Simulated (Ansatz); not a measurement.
**SiH2SO (SMILES O[Si]S) at 6 levels**

We compute a comparison of 6 runs (HF/STO-3G, B2PLYP/STO-3G, B3LYP/STO-3G, BLYP/STO-3G, PBE0/STO-3G, UMP2/STO-3G) of SiH2SO. 

The results are computed with Ansatz 0.2.0.

75 further runs of the same task are left out: 3 that didn't finish, 72 set aside as unsound or not needed.

## 1. Starting point

SiH2SO has 5 atoms, charge 0, and is taken as a singlet. SMILES: `O[Si]S`. The S3–Si2 distance was set to 3.264 Å, away from the relaxed value. At this shape a bond of the SMILES string is far longer than usual.

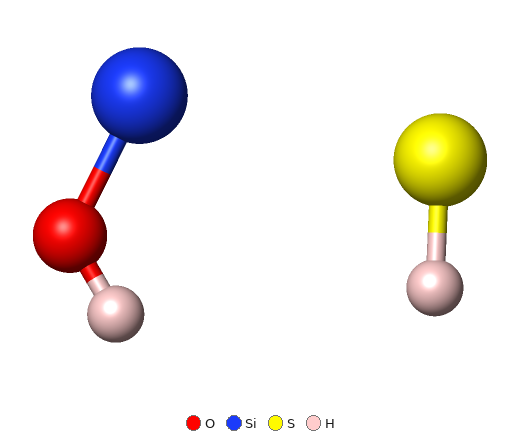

The structure, seen from a chosen angle (oxygen red, silicon blue, sulfur yellow, hydrogen pink).

## 2. A single-point energy at HF/STO-3G (run 1)

The input, job.yaml:

```yaml
basis:
  gaussian: {orbitals: STO-3G}
crystal:
  periodic: [false, false, false]
  atoms:
    - {symbol: O, position_ang: [-2.256971, -0.742552, -0.545704]}
    - {symbol: Si, position_ang: [-2.019071, 0.867648, -0.299404]}
    - {symbol: S, position_ang: [1.167700, 1.118600, 0.360300]}
    - {symbol: H, position_ang: [-1.551671, -1.391752, -0.487104]}
    - {symbol: H, position_ang: [1.523000, -0.176500, 0.270700]}
hamiltonian: {xc: hf}
accuracy: high
```

Run with:

```bash
$ ansatz run job.yaml --threads 1 --pin off --max-ram 2610MiB --events-out events.jsonl --progress --plain --runs-dir runs
```

The program printed:

```text
Warning: RAYON_NUM_THREADS=1 ignored (pool sized by the plan → 1); use --threads N
Functional definition: HF
  name "HF"
  exchange = exact_x
  correlation = 0
428 factors; integrals over basis functions are off by at most 3.2e-8 eV
mean field evaluation 1: about -20502.3808 eV, gradient 2.5e1 eV
mean field evaluation 2: about -20502.4271 eV, gradient 2.5e1 eV
mean field evaluation 4: about -20506.4489 eV, gradient 4.6e0 eV
mean field evaluation 8: about -20506.6871 eV, gradient 2.2e-1 eV
mean field -20506.68754636 eV, -753.6068673968 hartree, gradient 1.4e-8 eV, S^2 0.000000; 0 other end points of the search recorded, 0 dependent functions left out
reference -20506.68754636 eV, -753.6068673968 hartree; 20, 20 occupied and 5, 5 virtual orbitals, 428 factors
Total energy: -20506.68754636 eV, -753.6068673968 hartree
```

Wall time 0.14 s (1 thread of Arm Neoverse V2, shared host).

## 3. A single-point energy at B2PLYP/STO-3G (run 2)

The input, molecule.yaml:

```yaml
crystal:
  periodic: [false, false, false]
  atoms:
    - symbol: O
      position_ang: [-2.256971, -0.742552, -0.545704]
    - symbol: Si
      position_ang: [-2.019071, 0.867648, -0.299404]
    - symbol: S
      position_ang: [1.167700, 1.118600, 0.360300]
    - symbol: H
      position_ang: [-1.551671, -1.391752, -0.487104]
    - symbol: H
      position_ang: [1.523000, -0.176500, 0.270700]
basis:
  gaussian: {orbitals: STO-3G}
hamiltonian: {xc: {name: B2PLYP}}
correlation: {frozen_orbitals: {H: 0, O: 1, S: 5, Si: 5}}
accuracy: high
```

Run with:

```bash
$ ansatz run molecule.yaml --threads 1 --pin off --max-ram 2610MiB --events-out events.jsonl --progress --plain --runs-dir runs
```

The program printed (excerpt; [...] marks lines left out):

```text
Warning: RAYON_NUM_THREADS=1 ignored (pool sized by the plan → 1); use --threads N
Functional definition: B2PLYP
  name "B2PLYP"
[...]
428 factors; integrals over basis functions are off by at most 3.2e-8 eV
[...]
mean field -20536.15854216 eV, -754.6899065163 hartree, gradient 2.6e-8 eV, S^2 0.000000; 0 other end points of the search recorded, 0 dependent functions left out; unrestricted orbitals would lower it
11 core orbitals not correlated: weight in the atoms' cores, before any rotation towards them, 1.000 or more for the frozen orbitals, at most 0.000 for the correlated occupied ones
reference -20536.15856156 eV, -754.6899072293 hartree; 9, 9 occupied and 5, 5 virtual orbitals, 428 factors
second order -5.25474669 eV of doubles, -0.00000000 eV of singles
Total energy: -20537.57734317 eV, -754.7420464917 hartree
```

It took 1.8 s on 1 thread of Arm Neoverse V2, shared host; peak memory 0.1 GiB.

Runs 3 to 4 aren't shown in full; the table further down has their settings and results.

## 4. A single-point energy at PBE0/STO-3G (run 5)

The input, molecule.yaml:

```yaml
crystal:
  periodic: [false, false, false]
  atoms:
    - {symbol: O, position_ang: [-2.256971, -0.742552, -0.545704]}
    - {symbol: Si, position_ang: [-2.019071, 0.867648, -0.299404]}
    - {symbol: S, position_ang: [1.167700, 1.118600, 0.360300]}
    - {symbol: H, position_ang: [-1.551671, -1.391752, -0.487104]}
    - {symbol: H, position_ang: [1.523000, -0.176500, 0.270700]}
basis:
  gaussian: {orbitals: STO-3G}
hamiltonian: {xc: {name: PBE0}}
accuracy: high
```

Run with:

```bash
$ ansatz run molecule.yaml --threads 1 --pin off --max-ram 2610MiB --events-out events.jsonl --progress --plain --runs-dir runs
```

The program printed:

```text
Warning: RAYON_NUM_THREADS=1 ignored (pool sized by the plan → 1); use --threads N
Functional definition: PBE0
  name "PBE0"
  parameter a = 0.25
  parameter kappa = 0.804
  parameter beta = 0.06672455060314922
  exchange = (1 - a)*pbe_x(kappa = kappa, mu = beta*pi^2/3) + a*exact_x
  correlation = pbe_c(beta = beta)
428 factors; integrals over basis functions are off by at most 3.2e-8 eV
mean field evaluation 1: about -20534.7429 eV, gradient 2.4e1 eV
mean field evaluation 2: about -20451.3637 eV, gradient 6.0e1 eV
mean field evaluation 4: about -20537.7575 eV, gradient 1.2e1 eV
mean field evaluation 8: about -20537.7386 eV, gradient 1.3e1 eV
mean field evaluation 16: about -20539.7458 eV, gradient 4.2e-4 eV
mean field -20539.74576657 eV, -754.8217345816 hartree, gradient 2.5e-8 eV, S^2 0.000000; 0 other end points of the search recorded, 0 dependent functions left out
reference -20539.74576808 eV, -754.8217346371 hartree; 20, 20 occupied and 5, 5 virtual orbitals, 428 factors
Total energy: -20539.74576808 eV, -754.8217346371 hartree
```

Wall time 1.4 s (1 thread of Arm Neoverse V2, shared host); peak memory 0.099 GiB.

## 5. A single-point energy at UMP2/STO-3G (run 6)

The input, input.yaml:

```yaml
crystal:
  periodic: [false, false, false]
  atoms:
    - symbol: O
      position_ang: [-2.256971, -0.742552, -0.545704]
    - symbol: Si
      position_ang: [-2.019071, 0.867648, -0.299404]
    - symbol: S
      position_ang: [1.167700, 1.118600, 0.360300]
    - symbol: H
      position_ang: [-1.551671, -1.391752, -0.487104]
    - symbol: H
      position_ang: [1.523000, -0.176500, 0.270700]
basis:
  gaussian: {orbitals: STO-3G}
magnetization: {spin_polarized: true, initial_magnetization: 0}
correlation: {method: mp2, frozen_orbitals: {H: 0, O: 1, S: 5, Si: 5}}
accuracy: high
```

Run with:

```bash
$ ansatz run input.yaml --threads 1 --pin off --max-ram 2610MiB --events-out events.jsonl --progress --plain --runs-dir runs
```

The program printed (excerpt; [...] marks lines left out):

```text
Warning: RAYON_NUM_THREADS=1 ignored (pool sized by the plan → 1); use --threads N
[... 2 set-up lines as earlier in the session ...]
[...]
428 factors; integrals over basis functions are off by at most 3.2e-8 eV
[...]
mean field -20508.28196494 eV, -753.6654611988 hartree, gradient 1.7e-8 eV, S^2 0.895736; 13 other end points of the search recorded, 0 dependent functions left out
11 core orbitals not correlated: weight in the atoms' cores, before any rotation towards them, 1.000 or more for the frozen orbitals, at most 0.000 for the correlated occupied ones
reference -20508.28196494 eV, -753.6654611988 hartree; 9, 9 occupied and 5, 5 virtual orbitals, 428 factors
second order -2.09714785 eV of doubles, -0.00000000 eV of singles
Total energy: -20510.37911279 eV, -753.7425299609 hartree
```

It took 0.54 s on 1 thread of Arm Neoverse V2, shared host.

## 6. All runs side by side

```
run          level  frozen core orbitals  energy (Eh)  wall time
  1      HF/STO-3G                     –  -753.606867     0.14 s
  2  B2PLYP/STO-3G                    11  -754.742046      1.8 s
  3   B3LYP/STO-3G                     –  -755.146516      1.4 s
  4    BLYP/STO-3G                     –  -755.064958      1.4 s
  5    PBE0/STO-3G                     –  -754.821735      1.4 s
  6    UMP2/STO-3G                    11  -753.742530     0.54 s
```

## 7. Summary of results

```
                                           quantity          value
                                run 6: total energy  -753.74253 Eh
run 6: correlation energy (11 core orbitals frozen)      -77.1 mEh
           run 6: ⟨S²⟩ of the reference determinant          0.896
```

What this shows: Totals of different functionals can't be ranked against each other. In run 2 the log says that unrestricted orbitals would lower the reference, so the values rest on an unstable closed-shell determinant (other closed-shell runs at this shape may share the fault). In runs 1, 2, 3, 4, 5, 6 the basis is minimal, so the values are rough. Spin contamination of the reference: run 6 ⟨S²⟩ = 0.90. Where it is this large, the reference is a mixture of spin states, and values that rest on it are in doubt. All runs together took 6.7 s, the longest 1.8 s.
